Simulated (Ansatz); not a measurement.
Run report: CH6NSi (charge +1), phonon calculation

System: CH6NSi, charge +1.
Method: RKS PBE0-D4/6-31G* (Ansatz 0.2.0).

It belongs to a series of runs on one base structure; here: vibrations at the highest image of the band. Figures and captions count atoms from 1; the log counts them from 0 in places.

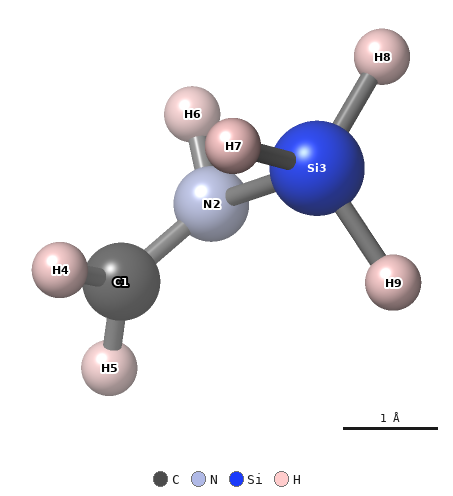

The structure (ball-and-stick view, seen at a tilt; atoms are numbered from 1 in the order of the input). Bond lengths as drawn: C–H 1.10 Å, C–N 1.31 Å, H–N 1.03 Å, H–Si 1.47 to 1.48 Å and N–Si 1.93 Å.

## Input
```yaml
crystal:
  periodic: [false, false, false]
  atoms:
    - { symbol: C, position_ang: [-0.680607, 0.504719, -1.174329] }
    - { symbol: "N", position_ang: [0.45801, 0.529938, -0.525557] }
    - { symbol: Si, position_ang: [0.439612, -0.675366, 0.981554] }
    - { symbol: H, position_ang: [-1.667003, 0.598084, -0.688666] }
    - { symbol: H, position_ang: [-0.681364, 0.300246, -2.252949] }
    - { symbol: H, position_ang: [0.784876, 1.38435, -0.060309] }
    - { symbol: H, position_ang: [-0.859803, -0.48171, 1.664583] }
    - { symbol: H, position_ang: [1.617128, -0.162329, 1.704315] }
    - { symbol: H, position_ang: [0.589161, -1.997922, 0.351368] }
total_charge: 1
basis:
  gaussian: { orbitals: "6-31G*" }
hamiltonian:
  xc: pbe0
  dispersion: d4
phonons: {}
```

Launched with:
```bash
ansatz run input.yaml --threads 1 --pin off --max-ram 2048MiB --backend cpu --events-out ev --progress --plain --runs-dir out
```

## What the program printed
```
Engine: ansatz 0.2.0, x86_64-unknown-linux-gnu
Functional definition: PBE0
  parameter a = 0.25
  parameter kappa = 0.804
  parameter beta = 0.06672455060314922
  exchange = (1 - a)*pbe_x(kappa = kappa, mu = beta*pi^2/3) + a*exact_x
  correlation = pbe_c(beta = beta)
703 factors; integrals over basis functions are off by at most 6.9e-4 eV
mean field evaluation 1: about -10477.4017 eV, gradient 6.3e1 eV
mean field evaluation 2: about -10451.5931 eV, gradient 1.1e2 eV
mean field evaluation 4: about -10485.1737 eV, gradient 7.7e0 eV
mean field evaluation 8: about -10485.3196 eV, gradient 4.0e-1 eV
mean field evaluation 16: about -10485.3213 eV, gradient 8.6e-5 eV
mean field -10485.32128205 eV, -385.3284499094 hartree, gradient 9.0e-6 eV, S^2 0.000000; 0 other end points of the search recorded, 0 dependent functions left out
the calculation of the forces begins
reference -10485.32130479 eV, -385.3284507450 hartree; 16, 16 occupied and 45, 45 virtual orbitals, 703 factors
these checks for a lower state are left out or cut short: stability, starts, cluster_reference, orbital_swaps, neighbouring_geometries, increment
703 factors; integrals over basis functions are off by at most 6.9e-4 eV
mean field -10485.32108050 eV, -385.3284425025 hartree, gradient 1.7e-6 eV, S^2 0.000000; 0 other end points of the search recorded, 0 dependent functions left out
[... from here on the field's lines of each further geometry are left out, up to the last ...]
the calculation of the forces begins
reference -10485.32126872 eV, -385.3284494193 hartree; 16, 16 occupied and 45, 45 virtual orbitals, 703 factors
these checks for a lower state are left out or cut short: stability, starts, cluster_reference, orbital_swaps, neighbouring_geometries, increment
703 factors; integrals over basis functions are off by at most 6.9e-4 eV
mean field -10485.32128467 eV, -385.3284500057 hartree, gradient 1.5e-6 eV, S^2 0.000000; 0 other end points of the search recorded, 0 dependent functions left out
the calculation of the forces begins
reference -10485.32130741 eV, -385.3284508413 hartree; 16, 16 occupied and 45, 45 virtual orbitals, 703 factors
WARN: phonons: modes at or below zero, which the zero-point energy, F, S and C_V leave out: 1, the lowest at -1698.51 cm⁻¹. A minimum has none, and a first-order saddle one
Total energy: -10485.41700548 eV, -385.3319676805 hartree
Atom 0 at    -0.680607     0.504719    -1.174329 Å, force     0.012449    -0.007827     0.005911 eV/Å
Atom 1 at     0.458010     0.529938    -0.525557 Å, force    -0.009330     0.003951     0.021879 eV/Å
Atom 2 at     0.439612    -0.675366     0.981554 Å, force     0.000495    -0.010084     0.014393 eV/Å
Atom 3 at    -1.667003     0.598084    -0.688666 Å, force    -0.009966    -0.004685     0.003124 eV/Å
Atom 4 at    -0.681364     0.300246    -2.252949 Å, force    -0.000523     0.005107    -0.014224 eV/Å
Atom 5 at     0.784876     1.384350    -0.060309 Å, force     0.007407    -0.005047    -0.007309 eV/Å
Atom 6 at    -0.859803    -0.481710     1.664583 Å, force    -0.001082     0.008335    -0.007096 eV/Å
Atom 7 at     1.617128    -0.162329     1.704315 Å, force     0.002089     0.006278    -0.007552 eV/Å
Atom 8 at     0.589161    -1.997922     0.351368 Å, force    -0.001540     0.003973    -0.009126 eV/Å
Dipole moment:    -0.420229     0.355581    -0.263141 e Å
Vibrations: -1698.51 78.55 206.89 382.89 508.16 642.33 658.31 900.25 912.08 922.77 959.05 1210.61 1281.02 1465.09 1620.84 2312.04 2358.79 2380.78 3046.73 3172.78 3472.83 cm⁻¹, zero-point energy 1.766327 eV
```

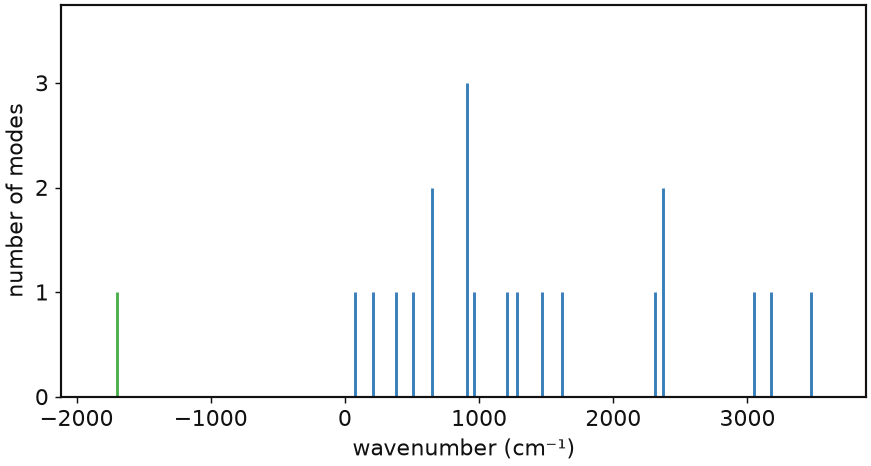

Harmonic vibrational wavenumbers from the force constants; neighbouring modes closer than 24 cm⁻¹ are counted in one stick, and imaginary ones are drawn at negative wavenumbers. 21 modes from 1699i to 3473 cm⁻¹, 1 imaginary beyond 8i (1699i cm⁻¹): a first-order saddle point, if the geometry is stationary.

## Key numbers

| quantity | value |
| --- | --- |
| outcome | converged |
| total energy | −10485.4170 eV |
| mean-field energy | −10485.3213 eV |
| largest force (length of the vector) | 0.024 eV/Å |
| hardware | 1 thread of Intel Xeon (Emerald Rapids), 360 GiB of memory available, shared host |
| wall time | 68 s |
| peak memory | 0.15 GiB |
